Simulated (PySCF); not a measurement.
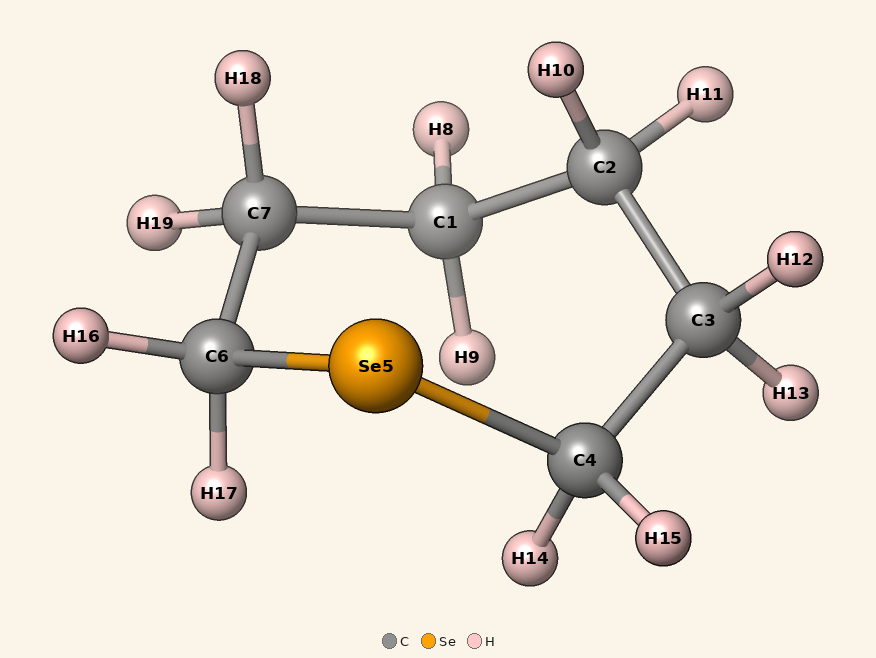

Atoms fade into the background with distance from the viewer. The computed structure is the end point of a PBE0-D3(BJ)/def2-SVP optimisation. No frequency run is at hand to confirm it as a minimum.

What is the conformation of the ring C1–C2–C3–C4–Se5–C6–C7?

Answer. It is puckered. The Cremer–Pople amplitude Q is 1.02 Å.

Give the torsion angles round the ring, beginning with the bond from its second to its third atom.

Answer. −46°, −42°, 85°, −71°, 60°, −72°, 94°.
